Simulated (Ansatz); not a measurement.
CBClGa (SMILES Cl/B=[C]\[Ga]) (doublet)

Input file:

```
crystal:
  periodic: [false, false, false]
  atoms:
    - {symbol: C, position_ang: [2.106470, -0.629370, 1.301574]}
    - {symbol: B, position_ang: [1.347239, -0.944007, 0.169917]}
    - {symbol: Cl, position_ang: [0.203829, -1.340065, -1.028691]}
    - {symbol: Ga, position_ang: [3.808549, -0.415968, 0.639951]}
basis:
  gaussian:
    orbitals: def2-TZVPD
total_charge: 0
magnetization:
  spin_polarized: true
  initial_magnetization: 1
hamiltonian:
  xc: {name: PBE0}
output: {forces: true, orbitals: {seedname: orbitals}}
```

Run with:

```sh
ansatz run input.yaml --threads 1 --pin off --max-ram 2610MiB --events-out events.jsonl --progress --plain --runs-dir runs
```

Geometry: PBE0-D3(BJ)/def2-SVP.

Theory: isolated molecule in a Gaussian basis; Kohn-Sham density functional theory, functional PBE0 in Ansatz 0.2.0.

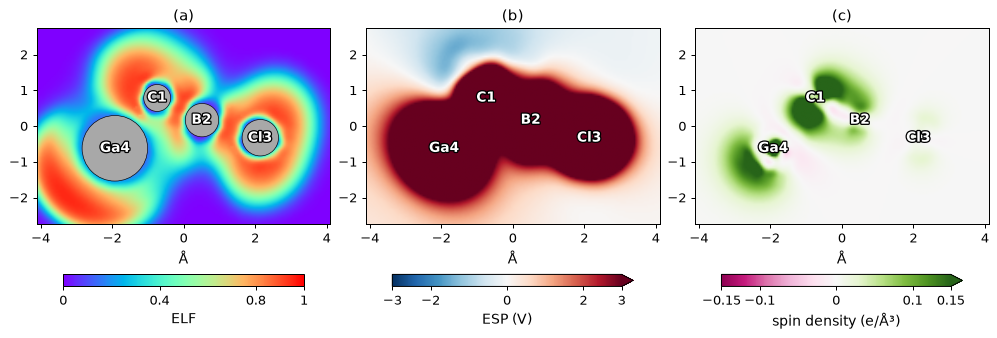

Figure 1. (a) electron localisation function; (b) molecular electrostatic potential; (c) spin density on the molecular plane. Grey discs cover the atomic cores in the ELF map.

Describe what can be read from this map.

Answer. Atoms in the plane: C, B, Cl and Ga.
C–B (1.40 Å): the ELF peaks at about 0.90 between the atoms (localised, covalent bonding).
B–Cl (1.70 Å): the ELF peaks at about 0.90 between the atoms; a polar covalent bond.
C–Ga (1.84 Å): the ELF peaks at about 0.70 in the valence shell of C, 0.6 Å from its nucleus, and is about 0.30 at the midpoint.
The ELF also peaks beside Cl3 and C1, away from the bonds: non-bonding electrons, paired or unpaired.
The unpaired spin (1 electron) lies mostly on Ga4 (about 0.6), C1 (about 0.3) and B2 (about 0.1), in electrons by Hirshfeld's partition.
Outside the dense part of the molecule the potential is most negative (−1.5 V) near C1.

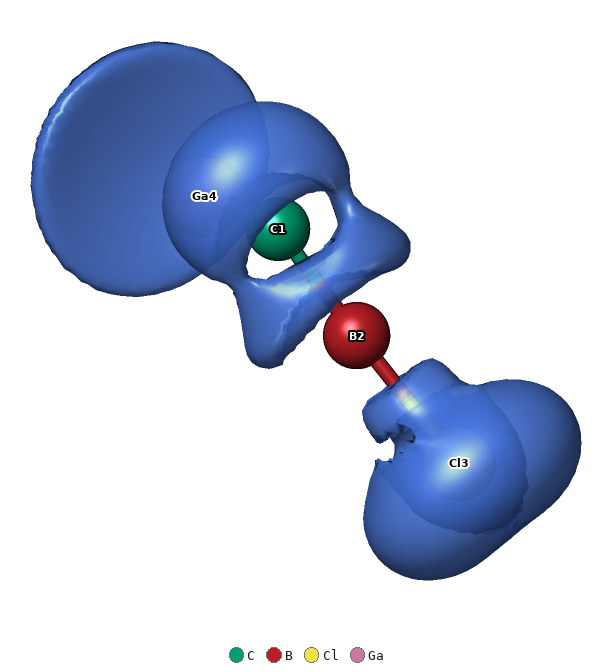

Figure 2. Isosurface of the ELF at 0.8 (blue), seen at an oblique angle. Only the valence region is drawn (cores and ρ < 0.01 e/Å³ removed).

Identify the bonds, lone pairs and shells in this picture.

Answer. The ELF exceeds this value in one region on C in which the atom's valence shell and bonds are merged, one region on Cl in which the atom's valence shell and bonds are merged and one lobe on Ga, pointing away from the bonds (non-bonding electrons).

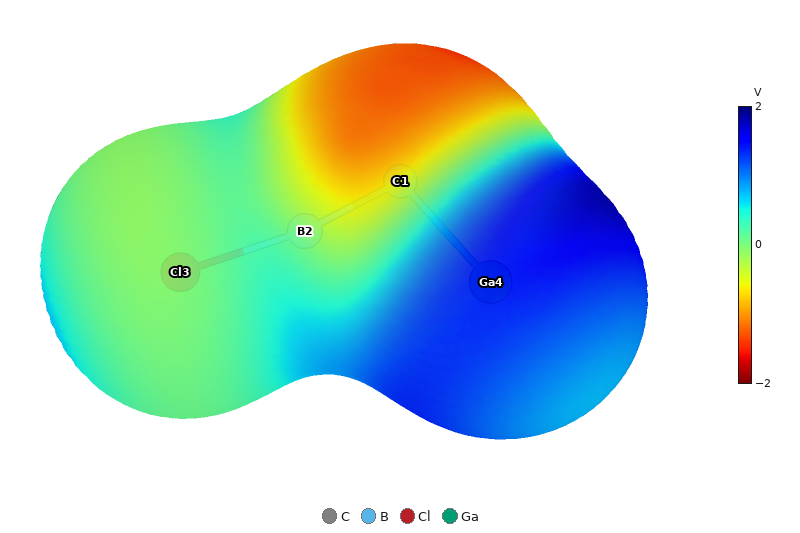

Figure 3. The electrostatic potential painted on the density surface at 0.002 e/bohr³, seen at a tilt; the colour scale runs from red (negative) to blue (positive).

Describe the electrostatic potential map.

Answer. The most negative region (about −1.4 V) lies over C1, the most positive (about +1.8 V) over Ga4. Cl3 shows a σ-hole: about +0.7 V at the tip opposite its bond, against about 0.0 V on its flanks.

How polar is the molecule by this calculation?

Answer. Its dipole moment is 2.50 D.
